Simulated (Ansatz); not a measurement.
# Molecular dynamics of MoHO3F

MoHO3F, computed with RKS BLYP/def2-SVP (Ansatz 0.2.0).

The geometry comes from this level: PBE0-D4/def2-TZVP.

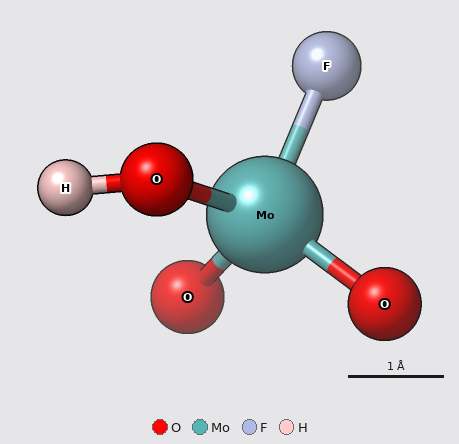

**Figure 1.** The structure as given in the input (ball-and-stick view, seen at a tilt). Sticks mark near contacts.

Summary

| quantity | value |
| --- | --- |
| outcome | finished |
| mean temperature over the second half | 1002 K |
| trajectory | 30 steps, 15 fs |
| ensemble | nvt_langevin |
| temperature in the input | 1000 K |
| time step | 0.5 fs |
| potential energy (last step) | −10727.0892 eV |
| SCF solution under orbital rotations (last step) | stable |
| largest force (length of the vector) (last step) | 1.676 eV/Å |
| dipole moment (last step) | 3.37 D |
| hardware | 4 threads of Arm Neoverse N1, 15 GiB of memory available, shared host |
| wall time | 46 s (CPU time 2.8 min) |
| peak memory | 0.13 GiB |

Remarks

So short a trajectory is not equilibrated. The logged temperature at the start can lie below the typed one, since it is counted over all degrees of freedom.

The input
```yaml
crystal:
  periodic: [false, false, false]
  atoms:
    - {symbol: O, position_ang: [0.806817, -1.223136, 1.266281]}
    - {symbol: Mo, position_ang: [0.323081, -0.310876, -0.045245]}
    - {symbol: O, position_ang: [-0.557262, -1.300042, -1.062180]}
    - {symbol: O, position_ang: [-0.742648, 1.088452, 0.559150]}
    - {symbol: F, position_ang: [1.798648, 0.343043, -0.936307]}
    - {symbol: H, position_ang: [-1.586434, 1.338560, 0.172301]}
basis:
  gaussian: {orbitals: def2-SVP}
hamiltonian: {xc: {name: BLYP}}
md: {timestep: 0.5 fs, n_steps: 30, ensemble: nvt_langevin, temperature: 1000, initial_velocities: maxwell_boltzmann, friction: 0.01, seed: 112}
```

Run as:
```bash
ansatz run in.yaml --threads 4 --pin off --events-out ev --progress --plain --max-ram 10444MiB
```

Log
```
Functional definition: BLYP
  name "BLYP"
  cite "Becke, Phys. Rev. A 38, 3098 (1988) doi:10.1103/PhysRevA.38.3098"
  cite "Lee, Yang & Parr, Phys. Rev. B 37, 785 (1988) doi:10.1103/PhysRevB.37.785"
  parameter beta = 0.0042
  parameter a = 0.04918
  parameter b = 0.132
  parameter c = 0.2533
  parameter d = 0.349
  exchange = b88_x(beta = beta)
  correlation = lyp_c(a = a, b = b, c = c, d = d)
938 factors; their error is unknown
mean field evaluation 1: about -10704.0631 eV, gradient 1.2e2 eV
mean field evaluation 2: about -10350.5626 eV, gradient 3.5e2 eV
mean field evaluation 4: about -10724.2127 eV, gradient 3.9e1 eV
mean field evaluation 8: about -10727.1811 eV, gradient 3.4e0 eV
mean field evaluation 16: about -10727.1667 eV, gradient 8.1e-3 eV
mean field -10727.16666733 eV, -394.2161038896 hartree, gradient 1.4e-5 eV, S^2 0.000000; 0 other end points of the search recorded, 0 dependent functions left out
the calculation of the forces begins
reference -10727.16705070 eV, -394.2161179782 hartree; 24, 24 occupied and 68, 68 virtual orbitals, 938 factors
md step     0: t =     0.00 fs  T =   833.3 K  F+E_penalty+E_count = -10727.16666733 eV  E_kin = 0.646300 eV  (32 SCF iters)
these checks for a lower state are left out or cut short: starts, cluster_reference, orbital_swaps, neighbouring_geometries, increment
938 factors; their error is unknown
mean field -10727.15609434 eV, -394.2157153393 hartree, gradient 2.3e-5 eV, S^2 0.000000; 0 other end points of the search recorded, 0 dependent functions left out
the calculation of the forces begins
reference -10727.15647747 eV, -394.2157294194 hartree; 24, 24 occupied and 68, 68 virtual orbitals, 938 factors
md step     1: t =     0.50 fs  T =   840.8 K  F+E_penalty+E_count = -10727.15609434 eV  E_kin = 0.652064 eV  (35 SCF iters)
[... from here on the SCF iterations and repeated set-up lines of each step are left out, up to the last step ...]
md step     2: t =     1.00 fs  T =   864.7 K  F+E_penalty+E_count = -10727.14178204 eV  E_kin = 0.670589 eV  (35 SCF iters)
md step     3: t =     1.50 fs  T =   853.3 K  F+E_penalty+E_count = -10727.12058094 eV  E_kin = 0.661801 eV  (35 SCF iters)
md step     4: t =     2.00 fs  T =   824.5 K  F+E_penalty+E_count = -10727.09302231 eV  E_kin = 0.639445 eV  (35 SCF iters)
md step     5: t =     2.50 fs  T =   796.0 K  F+E_penalty+E_count = -10727.06518300 eV  E_kin = 0.617376 eV  (34 SCF iters)
md step     6: t =     3.00 fs  T =   729.6 K  F+E_penalty+E_count = -10727.04351352 eV  E_kin = 0.565871 eV  (34 SCF iters)
md step     7: t =     3.50 fs  T =   738.2 K  F+E_penalty+E_count = -10727.02950435 eV  E_kin = 0.572519 eV  (33 SCF iters)
md step     8: t =     4.00 fs  T =   731.6 K  F+E_penalty+E_count = -10727.02555238 eV  E_kin = 0.567362 eV  (33 SCF iters)
md step     9: t =     4.50 fs  T =   695.3 K  F+E_penalty+E_count = -10727.02988404 eV  E_kin = 0.539209 eV  (34 SCF iters)
md step    10: t =     5.00 fs  T =   711.9 K  F+E_penalty+E_count = -10727.03751776 eV  E_kin = 0.552118 eV  (35 SCF iters)
md step    11: t =     5.50 fs  T =   663.5 K  F+E_penalty+E_count = -10727.04801146 eV  E_kin = 0.514583 eV  (34 SCF iters)
md step    12: t =     6.00 fs  T =   650.8 K  F+E_penalty+E_count = -10727.05860812 eV  E_kin = 0.504766 eV  (34 SCF iters)
md step    13: t =     6.50 fs  T =   703.2 K  F+E_penalty+E_count = -10727.06596645 eV  E_kin = 0.545407 eV  (34 SCF iters)
md step    14: t =     7.00 fs  T =   649.5 K  F+E_penalty+E_count = -10727.06897110 eV  E_kin = 0.503751 eV  (34 SCF iters)
md step    15: t =     7.50 fs  T =   681.8 K  F+E_penalty+E_count = -10727.07075021 eV  E_kin = 0.528743 eV  (34 SCF iters)
md step    16: t =     8.00 fs  T =   763.3 K  F+E_penalty+E_count = -10727.07603403 eV  E_kin = 0.591957 eV  (35 SCF iters)
md step    17: t =     8.50 fs  T =   796.2 K  F+E_penalty+E_count = -10727.08726754 eV  E_kin = 0.617473 eV  (34 SCF iters)
md step    18: t =     9.00 fs  T =   871.8 K  F+E_penalty+E_count = -10727.10590495 eV  E_kin = 0.676157 eV  (34 SCF iters)
md step    19: t =     9.50 fs  T =   874.6 K  F+E_penalty+E_count = -10727.12794287 eV  E_kin = 0.678324 eV  (34 SCF iters)
md step    20: t =    10.00 fs  T =   958.7 K  F+E_penalty+E_count = -10727.14663663 eV  E_kin = 0.743561 eV  (33 SCF iters)
md step    21: t =    10.50 fs  T =   999.9 K  F+E_penalty+E_count = -10727.15683519 eV  E_kin = 0.775502 eV  (34 SCF iters)
md step    22: t =    11.00 fs  T =  1076.8 K  F+E_penalty+E_count = -10727.15505580 eV  E_kin = 0.835085 eV  (33 SCF iters)
md step    23: t =    11.50 fs  T =  1015.5 K  F+E_penalty+E_count = -10727.14460237 eV  E_kin = 0.787597 eV  (34 SCF iters)
md step    24: t =    12.00 fs  T =  1109.5 K  F+E_penalty+E_count = -10727.13044906 eV  E_kin = 0.860458 eV  (35 SCF iters)
md step    25: t =    12.50 fs  T =  1165.3 K  F+E_penalty+E_count = -10727.11427958 eV  E_kin = 0.903761 eV  (36 SCF iters)
md step    26: t =    13.00 fs  T =  1271.9 K  F+E_penalty+E_count = -10727.10112433 eV  E_kin = 0.986442 eV  (34 SCF iters)
md step    27: t =    13.50 fs  T =  1120.4 K  F+E_penalty+E_count = -10727.09616669 eV  E_kin = 0.868942 eV  (35 SCF iters)
md step    28: t =    14.00 fs  T =  1110.8 K  F+E_penalty+E_count = -10727.09688105 eV  E_kin = 0.861461 eV  (36 SCF iters)
md step    29: t =    14.50 fs  T =  1118.4 K  F+E_penalty+E_count = -10727.09697442 eV  E_kin = 0.867376 eV  (35 SCF iters)
these checks for a lower state are left out or cut short: starts, cluster_reference, orbital_swaps, neighbouring_geometries, increment
938 factors; their error is unknown
mean field evaluation 256: about -10727.0888 eV, gradient 9.2e-6 eV
mean field -10727.08877200 eV, -394.2132412892 hartree, gradient 9.2e-6 eV, S^2 0.000000; 0 other end points of the search recorded, 0 dependent functions left out
the calculation of the forces begins
reference -10727.08915799 eV, -394.2132554741 hartree; 24, 24 occupied and 68, 68 virtual orbitals, 938 factors
938 factors; their error is unknown
mean field -10727.08877200 eV, -394.2132412892 hartree, gradient 1.2e-5 eV, S^2 0.000000; 1 other end points of the search recorded, 0 dependent functions left out
the calculation of the forces begins
reference -10727.08915799 eV, -394.2132554741 hartree; 24, 24 occupied and 68, 68 virtual orbitals, 938 factors
md step    30: t =    15.00 fs  T =  1094.9 K  F+E_penalty+E_count = -10727.08877200 eV  E_kin = 0.849177 eV  (33 SCF iters)
```

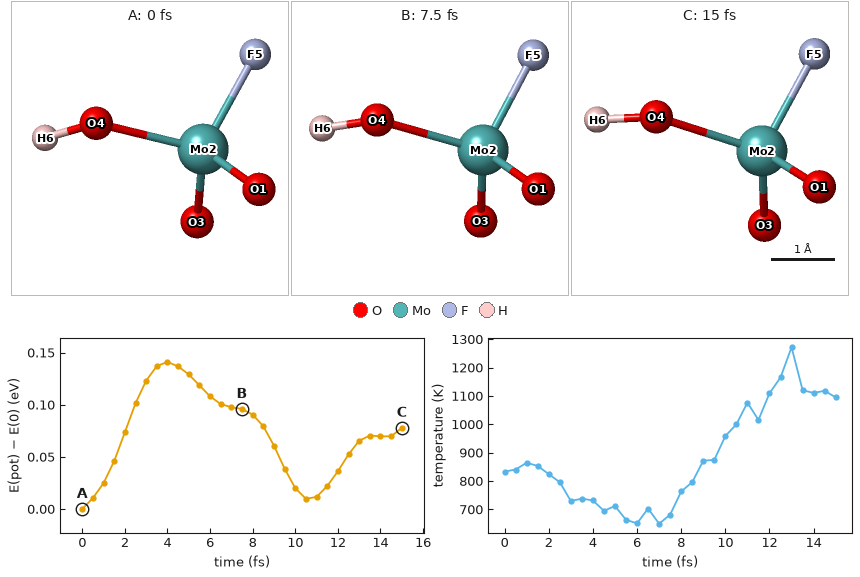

**Figure 2.** Frames of the molecular dynamics (ball-and-stick, seen at an oblique angle) above the curves, on which the letters mark them. The trajectory kept here has 31 frames over 15 fs. The temperature starts at 833 K, ranges from 650 to 1272 K and averages 1002 K over the second half. The potential energy ends 0.078 eV above its first value. After an unweighted best fit of the last frame on the first, the root-mean-square displacement is 0.16 Å, and O3 has moved furthest (0.28 Å).

```
Total energy: -10727.08915799 eV, -394.2132554741 hartree
Atom 0 at     0.735495    -1.228417     1.336574 Å, force    -0.524305     0.614086    -1.468145 eV/Å
Atom 1 at     0.301321    -0.308782    -0.072201 Å, force    -0.463139    -0.670021     1.291614 eV/Å
Atom 2 at    -0.517139    -1.337970    -1.207872 Å, force     0.488869     0.989310     1.064780 eV/Å
Atom 3 at    -0.586001     1.247981     0.640210 Å, force     0.101628    -0.675808    -0.584298 eV/Å
Atom 4 at     1.887509     0.284113    -0.823969 Å, force     0.188541     0.063020    -0.241656 eV/Å
Atom 5 at    -1.356669     1.797843     0.372505 Å, force     0.208406    -0.320587    -0.062294 eV/Å
Dipole moment:    -0.393646     0.570646    -0.108883 e Å
```

Trajectory as extended XYZ (Å, eV, eV/Å), 16 of the 31 frames kept, from step=0 to step=30
```
6
Properties=species:S:1:pos:R:3:forces:R:3 step=0 time_fs=0.0 energy=-10727.16667 temperature=833.3
O     0.8068   -1.2231    1.2663    0.6102  -1.1635   1.6611
Mo    0.3231   -0.3109   -0.0452    0.3644   1.3684  -0.2515
O    -0.5573   -1.3000   -1.0622   -1.1088  -1.2572  -1.2759
O    -0.7426    1.0885    0.5592    0.1548   0.4654   0.6084
F     1.7986    0.3430   -0.9363    0.7338   0.3147  -0.4408
H    -1.5864    1.3386    0.1723   -0.7543   0.2722  -0.3014
6
Properties=species:S:1:pos:R:3:forces:R:3 step=2 time_fs=1.0 energy=-10727.14178 temperature=864.7
O     0.7956   -1.2247    1.2692    0.5882  -1.1505   1.5878
Mo    0.3213   -0.3123   -0.0484    0.6166   1.7153   0.4019
O    -0.5472   -1.2939   -1.0633   -1.5054  -1.6933  -1.7374
O    -0.7295    1.0942    0.5632   -0.6190   0.7299   0.2698
F     1.7967    0.3408   -0.9276    0.9130   0.3785  -0.5473
H    -1.5882    1.3744    0.1878    0.0067   0.0201   0.0251
6
Properties=species:S:1:pos:R:3:forces:R:3 step=4 time_fs=2.0 energy=-10727.09302 temperature=824.5
O     0.7847   -1.2268    1.2726    0.5463  -1.0917   1.4540
Mo    0.3196   -0.3138   -0.0520    0.8436   2.0184   1.1139
O    -0.5387   -1.2891   -1.0640   -1.8772  -2.1059  -2.1869
O    -0.7165    1.1004    0.5674   -1.4976   1.0673  -0.0973
F     1.7955    0.3388   -0.9180    1.0907   0.4401  -0.6548
H    -1.5934    1.4144    0.2012    0.8942  -0.3282   0.3711
6
Properties=species:S:1:pos:R:3:forces:R:3 step=6 time_fs=3.0 energy=-10727.04351 temperature=729.6
O     0.7749   -1.2290    1.2769    0.4897  -1.0053   1.2775
Mo    0.3181   -0.3152   -0.0555    1.0061   2.2362   1.8004
O    -0.5323   -1.2844   -1.0660   -2.1798  -2.4408  -2.5583
O    -0.7036    1.1077    0.5712   -1.8492   1.2297  -0.2515
F     1.7943    0.3367   -0.9086    1.2708   0.5012  -0.7615
H    -1.5854    1.4511    0.2143    1.2622  -0.5211   0.4935
6
Properties=species:S:1:pos:R:3:forces:R:3 step=8 time_fs=4.0 energy=-10727.02555 temperature=731.6
O     0.7662   -1.2309    1.2827    0.4120  -0.8899   1.0483
Mo    0.3169   -0.3167   -0.0582    1.0746   2.3572   2.3687
O    -0.5273   -1.2805   -1.0714   -2.3488  -2.6279  -2.7697
O    -0.6922    1.1164    0.5755   -1.7162   1.1620  -0.2561
F     1.7950    0.3338   -0.8996    1.3963   0.5399  -0.8313
H    -1.5662    1.4833    0.2297    1.1820  -0.5413   0.4402
6
Properties=species:S:1:pos:R:3:forces:R:3 step=10 time_fs=5.0 energy=-10727.03752 temperature=711.9
O     0.7589   -1.2316    1.2901    0.3175  -0.7367   0.7637
Mo    0.3155   -0.3175   -0.0603    1.0062   2.3213   2.7830
O    -0.5237   -1.2791   -1.0793   -2.3488  -2.6203  -2.7731
O    -0.6827    1.1271    0.5818   -1.2896   0.9011  -0.2003
F     1.7966    0.3301   -0.8917    1.4733   0.5609  -0.8701
H    -1.5427    1.5083    0.2447    0.8413  -0.4262   0.2968
6
Properties=species:S:1:pos:R:3:forces:R:3 step=12 time_fs=6.0 energy=-10727.05861 temperature=650.8
O     0.7542   -1.2317    1.2982    0.2080  -0.5569   0.4415
Mo    0.3138   -0.3179   -0.0619    0.9352   2.1869   3.0926
O    -0.5204   -1.2793   -1.0884   -2.2629  -2.5148  -2.6675
O    -0.6742    1.1379    0.5883   -0.5666   0.4761  -0.0354
F     1.7993    0.3271   -0.8847    1.4878   0.5589  -0.8742
H    -1.5133    1.5296    0.2611    0.1985  -0.1503   0.0430
6
Properties=species:S:1:pos:R:3:forces:R:3 step=14 time_fs=7.0 energy=-10727.06897 temperature=649.5
O     0.7497   -1.2336    1.3049    0.1004  -0.3656   0.1236
Mo    0.3120   -0.3181   -0.0636    0.8468   2.0229   3.3207
O    -0.5179   -1.2816   -1.0971   -2.1250  -2.3427  -2.5016
O    -0.6669    1.1495    0.5951    0.3762  -0.1064   0.1964
F     1.8041    0.3241   -0.8774    1.4494   0.5357  -0.8519
H    -1.4816    1.5499    0.2762   -0.6478   0.2561  -0.2871
6
Properties=species:S:1:pos:R:3:forces:R:3 step=16 time_fs=8.0 energy=-10727.07603 temperature=763.3
O     0.7460   -1.2355    1.3104   -0.0005  -0.1835  -0.1727
Mo    0.3102   -0.3180   -0.0654    0.7178   1.7785   3.3982
O    -0.5168   -1.2852   -1.1070   -1.9087  -2.0749  -2.2336
O    -0.6591    1.1609    0.6025    1.0493  -0.5817   0.3339
F     1.8104    0.3207   -0.8705    1.3710   0.4983  -0.8095
H    -1.4568    1.5717    0.2914   -1.2289   0.5633  -0.5163
6
Properties=species:S:1:pos:R:3:forces:R:3 step=18 time_fs=9.0 energy=-10727.10591 temperature=871.8
O     0.7420   -1.2364    1.3155   -0.0903  -0.0262  -0.4304
Mo    0.3084   -0.3175   -0.0669    0.4892   1.4140   3.2244
O    -0.5185   -1.2900   -1.1202   -1.5584  -1.6483  -1.7872
O    -0.6506    1.1729    0.6090    1.1569  -0.7693   0.2646
F     1.8187    0.3164   -0.8641    1.2462   0.4432  -0.7411
H    -1.4423    1.5971    0.3019   -1.2437   0.5867  -0.5303
6
Properties=species:S:1:pos:R:3:forces:R:3 step=20 time_fs=10.0 energy=-10727.14664 temperature=958.7
O     0.7392   -1.2366    1.3202   -0.1731   0.1186  -0.6632
Mo    0.3070   -0.3164   -0.0682    0.2488   1.0069   2.9684
O    -0.5197   -1.2961   -1.1340   -1.1842  -1.1899  -1.3018
O    -0.6402    1.1847    0.6153    0.4244  -0.4655  -0.1007
F     1.8279    0.3121   -0.8573    1.1141   0.3885  -0.6712
H    -1.4429    1.6310    0.3123   -0.4300   0.1414  -0.2315
6
Properties=species:S:1:pos:R:3:forces:R:3 step=22 time_fs=11.0 energy=-10727.15506 temperature=1076.8
O     0.7373   -1.2362    1.3243   -0.2471   0.2324  -0.8500
Mo    0.3054   -0.3154   -0.0689    0.1104   0.6790   2.6501
O    -0.5188   -1.3029   -1.1482   -0.8466  -0.7672  -0.8436
O    -0.6282    1.1969    0.6211   -0.5822   0.0404  -0.5274
F     1.8389    0.3077   -0.8517    0.9178   0.3115  -0.5689
H    -1.4493    1.6734    0.3229    0.6477  -0.4960   0.1398
6
Properties=species:S:1:pos:R:3:forces:R:3 step=24 time_fs=12.0 energy=-10727.13045 temperature=1109.5
O     0.7360   -1.2349    1.3290   -0.3279   0.3562  -1.0525
Mo    0.3040   -0.3141   -0.0698   -0.0014   0.3434   2.3480
O    -0.5174   -1.3106   -1.1627   -0.5152  -0.3432  -0.3815
O    -0.6170    1.2094    0.6263   -1.1777   0.3424  -0.7957
F     1.8510    0.3025   -0.8460    0.7098   0.2346  -0.4659
H    -1.4490    1.7131    0.3323    1.3124  -0.9333   0.3476
6
Properties=species:S:1:pos:R:3:forces:R:3 step=26 time_fs=13.0 energy=-10727.10112 temperature=1271.9
O     0.7350   -1.2331    1.3329   -0.4057   0.4752  -1.2416
Mo    0.3027   -0.3122   -0.0709   -0.1664  -0.0373   2.0049
O    -0.5168   -1.3198   -1.1783   -0.1530   0.1297   0.1300
O    -0.6058    1.2231    0.6313   -1.3524   0.4072  -0.9222
F     1.8632    0.2971   -0.8391    0.5210   0.1683  -0.3783
H    -1.4367    1.7507    0.3439    1.5566  -1.1430   0.4072
6
Properties=species:S:1:pos:R:3:forces:R:3 step=28 time_fs=14.0 energy=-10727.09688 temperature=1110.8
O     0.7353   -1.2308    1.3351   -0.4705   0.5542  -1.3691
Mo    0.3016   -0.3105   -0.0716   -0.3118  -0.3673   1.6418
O    -0.5170   -1.3292   -1.1930    0.1797   0.5725   0.6101
O    -0.5954    1.2359    0.6359   -0.9345   0.0999  -0.8529
F     1.8757    0.2905   -0.8315    0.3414   0.1100  -0.3026
H    -1.4045    1.7797    0.3586    1.1957  -0.9694   0.2726
6
Properties=species:S:1:pos:R:3:forces:R:3 step=30 time_fs=15.0 energy=-10727.08877 temperature=1094.9
O     0.7355   -1.2284    1.3366   -0.5243   0.6141  -1.4681
Mo    0.3013   -0.3088   -0.0722   -0.4631  -0.6700   1.2916
O    -0.5171   -1.3380   -1.2079    0.4889   0.9893   1.0648
O    -0.5860    1.2480    0.6402    0.1016  -0.6758  -0.5843
F     1.8875    0.2841   -0.8240    0.1885   0.0630  -0.2417
H    -1.3567    1.7978    0.3725    0.2084  -0.3206  -0.0623
```
